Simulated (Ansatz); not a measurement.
# LaInO3 (Pnma): how G0W0 depends on its starting point, part 2 of 2

Aim: G0W0 for LaInO3 (Pnma) on several starting functionals, at one mesh, band count and screening cutoff.

Ansatz 0.2.0; G0W0 on several functionals, plane waves, PAW. Known limits of the many-body steps: not at the basis limit; f levels unsure; no spin-orbit coupling; coarse k mesh.

So far. Step 2 (G0W0 on LDA): The gap on the mesh goes from 2.84 eV to 4.14 eV, a correction of +1.30 eV. Between the two edge states, bare exchange in place of the xc potential would open the gap by 8.91 eV, and correlation takes back 7.61 eV.

In doubt: masses and optical values from hybrid runs of this build are listed as unsure (step 4), which bears on the screening that GW takes from such a start.

## Step 3: G0W0 on r2SCAN

The same correction from a different start measures what one shot leaves open.

This step: G0W0 on r2SCAN, plane waves, PAW.

Contents of input.yaml:

```yaml
crystal:
  lattice:
    - [5.9404, 0.0, 0.0]
    - [0.0, 8.2158, 0.0]
    - [0.0, 0.0, 5.7229]
  atoms:
    - { symbol: La, position: [0.9463878551, 0.25, 0.0153056088] }
    - { symbol: La, position: [0.5536121449, 0.75, 0.5153056088] }
    - { symbol: La, position: [0.4463878551, 0.25, 0.4846943912] }
    - { symbol: La, position: [0.0536121449, 0.75, 0.9846943912] }
    - { symbol: In, position: [0.0, 0.0, 0.5] }
    - { symbol: In, position: [0.5, 0.0, 0.0] }
    - { symbol: In, position: [0.5, 0.5, 0.0] }
    - { symbol: In, position: [0.0, 0.5, 0.5] }
    - { symbol: O, position: [0.044381747, 0.25, 0.6126999622] }
    - { symbol: O, position: [0.455618253, 0.75, 0.1126999622] }
    - { symbol: O, position: [0.544381747, 0.25, 0.8873000378] }
    - { symbol: O, position: [0.955618253, 0.75, 0.3873000378] }
    - { symbol: O, position: [0.1980525852, 0.0593550044, 0.195575952] }
    - { symbol: O, position: [0.3019474148, 0.9406449956, 0.695575952] }
    - { symbol: O, position: [0.6980525852, 0.4406449956, 0.304424048] }
    - { symbol: O, position: [0.8019474148, 0.5593550044, 0.804424048] }
    - { symbol: O, position: [0.8019474148, 0.9406449956, 0.804424048] }
    - { symbol: O, position: [0.6980525852, 0.0593550044, 0.304424048] }
    - { symbol: O, position: [0.3019474148, 0.5593550044, 0.695575952] }
    - { symbol: O, position: [0.1980525852, 0.4406449956, 0.195575952] }
kpoints:
  mp_grid: { grid: [2, 2, 2] }
hamiltonian:
  xc: r2scan
scf:
  occupations: { method: fixed }
gw:
  n_empty_bands: 436
  ecut_chi: 78
  qp_bands: [v4, c4]
  qp_kpoints: band_edges
  screening: { model: contour_deformation }
```

Command:

```sh
> ansatz run input.yaml --threads 8 --pin off --max-ram 55296MiB --backend cuda --events-out ev --progress --plain --runs-dir out --devices 1 --max-vram 24GiB
```

Numbers of over 12 decimals in the logs are rounded to 6 here.

Output:

```text
GPUs: using 1 of 1 available (devices: 1).
[...]
GPU FFT provider: cuFFT
GPU libraries: cuBLAS 13.8.2, cuFFT 12.4.0, cuSOLVER 12.3.4
Crystal: 20 atoms, lattice volume = 279.307 Å³
Basis set: ecut = 500 eV, 7101 PW (Γ), exchange–correlation on 180×240×180 points (64 copies of the dense FFT grid, shifted against one another)
Bands: 104, of which v1, the nominal top of the filled ones, is band 84 counted from 1 (83 counted from 0)
Symmetry: 8 space group operations
[...]
k-points: 8
[...]
GPU buffer pool allocated for 121500 grid points (all kernels)
[...]
SCF iter   1: F=—  HF=-54353.308298 eV  |F-HF|=—  |Δ(HF+E_count)|=         —  Δρ=1.29e-2  dr2=5.35e-1  dr2_τ=7.56e-1  ethr=1.77e-3  ⟨swp⟩=4.8  Hψ=2949  notcnv=0  defer=127
[...]
SCF iter   8: F=-54353.699034 eV  HF=-54353.699034 eV  |F-HF|=1.40e-8  |Δ(HF+E_count)|=   1.07e-7  Δρ=4.01e-6  dr2=4.40e-8  dr2_τ=1.31e-9  ethr=5.95e-11  ⟨swp⟩=11.0  Hψ=3922  notcnv=0
SCF 1 converged in 8 iterations: F = -54353.699034 eV  dr2 = 4.40e-8
[...]
NSCF: frozen V_eff on 8 k-points
[...]
G₀W₀ screening: q 1/8
[... further progress lines ...]
SCF converged after 8 iterations
Free energy (F): -54353.699034 eV
[...]
Internal energy: -54353.699034 eV  (E = F + TS)
E sigma→0 (E₀):  -54353.699034 eV
Fermi energy:    9.790933 eV
[...]
--- Band table (eV; the first three rows and the last of 8) ---
  k-point 0: bands = [... 80 lower, 9.3845, 9.4967, 9.6456, 9.7909, 13.3452, 15.1298, 15.1823, 15.2363, ... 16 higher]
[...]
0    85     13.3452   -12.5156    -3.3804   -16.7414  0.8282    14.1952    14.1906  root
     0    86     15.1298   -16.6832    -7.3203   -27.2768  0.7698    18.6828    18.4031  root ?
     0    87     15.1823   -18.8595    -8.5130   -31.2309  0.7559    19.4847    19.0407  root ?
     0    88     15.2363   -18.7040    -8.3032   -30.7772  0.7579    19.4201    19.0062  root ?
     1    81      9.3878   -25.7647     4.6892   -20.9682  0.7669     9.2804     9.2806  root
     1    82      9.3878   -25.7647     4.6892   -20.9682  0.7669     9.2804     9.2806  root
     1    83      9.4567   -26.2490     4.5675   -21.5895  0.7710     9.3646     9.3648  root
[...]
1    87     15.1966   -18.6395    -8.3627   -30.7935  0.7569    19.4105    18.9878  root ?
     1    88     15.1966   -18.6395    -8.3627   -30.7935  0.7569    19.4105    18.9878  root ?
[...]
2    87     15.2003   -18.7679    -8.3723   -30.9427  0.7565    19.4285    19.0029  root ?
     2    88     15.2003   -18.7679    -8.3723   -30.9427  0.7565    19.4285    19.0029  root ?
[...]
3    85     15.1125   -15.5266    -6.3927   -24.7111  0.7854    18.0572    17.9043  root ?
[...]
7    81      9.5253   -26.4278     4.5492   -21.7868  0.7711     9.4334     9.4336  root
     7    82      9.5253   -26.4278     4.5492   -21.7868  0.7711     9.4334     9.4336  root
     7    83      9.5253   -26.4278     4.5492   -21.7868  0.7711     9.4334     9.4336  root
     7    84      9.5253   -26.4278     4.5492   -21.7868  0.7711     9.4334     9.4336  root
     7    85     15.2342   -18.9714    -8.4784   -31.2932  0.7551    19.5193    19.0775  root ?
     7    86     15.2342   -18.9714    -8.4784   -31.2932  0.7551    19.5193    19.0775  root ?
     7    87     15.2342   -18.9714    -8.4784   -31.2932  0.7551    19.5193    19.0775  root ?
     7    88     15.2342   -18.9714    -8.4784   -31.2932  0.7551    19.5193    19.0775  root ?
```

Elapsed: 9.2 s, on 1 × NVIDIA H100 80GB HBM3 with 8 threads of AMD EPYC 7R13 (Zen 3), shared host; peak memory 2.8 GiB.

Numbers from this step:

```
bands summed                                 : 520
RPA ε∞ on this mesh (eigenvalues)            : 4.153, 4.275, 4.377
plane waves in the screening matrix          : 431
q-points in the mesh                         : 8
G0W0 gap on the mesh                         : 4.442 eV
k of the valence top                         : 0, 0, 0
k of the conduction bottom                   : 0, 0, 0
starting gap on the mesh                     : 3.554 eV
Z at the valence top                         : 0.7779
Z at the conduction bottom                   : 0.8282
least direct G0W0 gap on the computed points : 4.442 eV
```

Against the run with 2×2×2 mesh, 436 empty bands, screening to 78 eV on LDA, the gap moves by +0.31 eV, while the start moved by +0.72 eV.

## Step 4: G0W0 on HSE06

This step: G0W0 on HSE06, plane waves, PAW.

Changes to input.yaml since step 3:

```diff
@@ -29,3 +29,3 @@
 hamiltonian:
-  xc: r2scan
+  xc: hse06
 scf:
```

Output:

```text
GPUs: using 1 of 1 available (devices: 1).
[...]
davidson cushion auto → on  (no smearing: the cushion is to keep the highest requested band from converging to the state above it; pin scf.eigensolver.cushion to override)
[...]
GPU FFT provider: cuFFT
GPU libraries: cuBLAS 13.8.2, cuFFT 12.4.0, cuSOLVER 12.3.4
Crystal: 20 atoms, lattice volume = 279.307 Å³
Basis set: ecut = 420 eV, 5459 PW (Γ)
[...]
0    87     15.8198    -9.0180    -4.1621   -14.0483  0.8434    16.6935    16.6880  root
     0    88     16.0088    -9.2576    -4.1063   -14.2920  0.8388    16.9433    16.9368  root
[...]
7    85     16.3099   -11.0835    -4.5660   -16.9721  0.8335    17.6473    17.6325  root
     7    86     16.3099   -11.0835    -4.5660   -16.9721  0.8335    17.6473    17.6325  root
     7    87     16.3099   -11.0835    -4.5660   -16.9721  0.8335    17.6473    17.6325  root
     7    88     16.3099   -11.0835    -4.5660   -16.9721  0.8335    17.6473    17.6325  root
[key lines of the parts left out:]
Free energy (F): -54252.904313 eV
Fermi energy:    9.141554 eV
```

Run time: 37 s. Hardware: 1 × NVIDIA H100 80GB HBM3 with 8 threads; peak memory 2.8 GiB; 98 s of CPU time.

This step gave:

```yaml
bands_summed: 520
rpa_eps_infinity_on_this_mesh_eigenvalues: 3.685, 3.792, 3.853
plane_waves_in_the_screening_matrix: 431
g0w0_gap_on_the_mesh: 4.795 eV
k_of_the_valence_top: 0, 0, 0
k_of_the_conduction_bottom: 0, 0, 0
starting_gap_on_the_mesh: 4.380 eV
least_direct_g0w0_gap_on_the_computed_points: 4.795 eV
```

Against the run with 2×2×2 mesh, 436 empty bands, screening to 78 eV on r2SCAN, the gap moves by +0.35 eV, while the start moved by +0.83 eV.

## Step 5: The starts together

All on the 2×2×2 mesh with 436 empty bands and screening to 78 eV. Times are wall times on 1 × NVIDIA H100 80GB HBM3 with 8 threads of AMD EPYC 7R13 (Zen 3), shared host, good to a factor of about two.

```csv
start,starting gap (eV),shift (eV),G0W0 gap (eV),RPA ε∞ (harmonic mean),"Z (valence, conduction)",time
LDA,2.84,+1.30,4.14,4.97,"0.76, 0.81",7.7 s
r2SCAN,3.55,+0.89,4.44,4.27,"0.78, 0.83",9.2 s
HSE06,4.38,+0.42,4.80,3.78,"0.80, 0.85",37 s
```

The parts of the quasiparticle energy at the two band edges (eV; QP = start + Σx + Σc − Vxc):

```csv
run,edge,start,Σx,Σc,Vxc,Z,QP
LDA,valence top,9.70,-27.38,4.35,-22.91,0.76,9.58
LDA,conduction bottom,12.53,-13.44,-3.26,-17.88,0.81,13.71
r2SCAN,valence top,9.79,-27.49,4.31,-23.14,0.78,9.75
r2SCAN,conduction bottom,13.35,-12.52,-3.38,-16.74,0.83,14.19
HSE06,valence top,9.14,-27.39,4.08,-23.66,0.80,9.49
HSE06,conduction bottom,13.52,-12.07,-3.38,-16.20,0.85,14.28
```

For a hybrid start, Vxc holds its share of exact exchange.

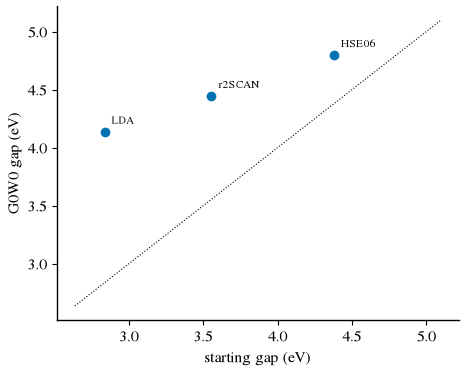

G0W0 gap against starting gap; on the dotted line the correction would vanish.

## Step 6: Outcome

* G0W0@LDA: 4.14 eV (start 2.84 eV)
* G0W0@r2SCAN: 4.44 eV (start 3.55 eV)
* G0W0@HSE06: 4.80 eV (start 4.38 eV)
* known limits: not at the basis limit; f levels unsure; no spin-orbit coupling; coarse k mesh

In words: The starting gaps span 1.54 eV and the G0W0 gaps 0.66 eV. Between LDA and HSE06, 0.66 eV of the 1.54 eV survives, 43 %. HSE06 screens less than LDA (ε∞ 3.78 against 4.97). Of the 0.66 eV by which its G0W0 gap is higher, the correlation part gives +0.16 eV, and exchange with the one-particle terms, which follow the orbitals, +0.50 eV. The smallest correction, +0.42 eV, is on HSE06, the start nearest to reproducing itself. Bands and cutoff are finite, so the gap is not at the basis limit. The miss can reach some tenths of an eV and take either sign; the mesh is an error of its own. The 2×2×2 mesh is coarse for this cell (its supercell is 11 Å along the shortest edge). The RPA ε∞ on it, from the LDA start, is 4.84, 4.94 and 5.13; such meshes misread the long-range screening, most where the gap is narrow. Empty 4f levels lie among the conduction bands. Their place in the start is unsure; it enters the screening, and the edge itself where they lie low. The many-body steps are scalar-relativistic: spin-orbit coupling is not in them.

[Paths, hosts, dates, memory and timing lines, banners, echoed tables and standing remarks are left out of the program output.]

[Logs are printed without paths, hosts, clocks, repeated set-up lines and the standing remarks that a program may print on its own settings, such as how far it seeks lower states.]

[Runs of the session that timed out or met a known fault of the program may be left out.]

[Cells called generated may have been cut or substituted from an entry of the Crystallography Open Database or the Materials Project.]

[Hosts, paths, dates, database ids (printed as entryN), source tags and the programs' standing remarks are cut or masked in the printed files.]
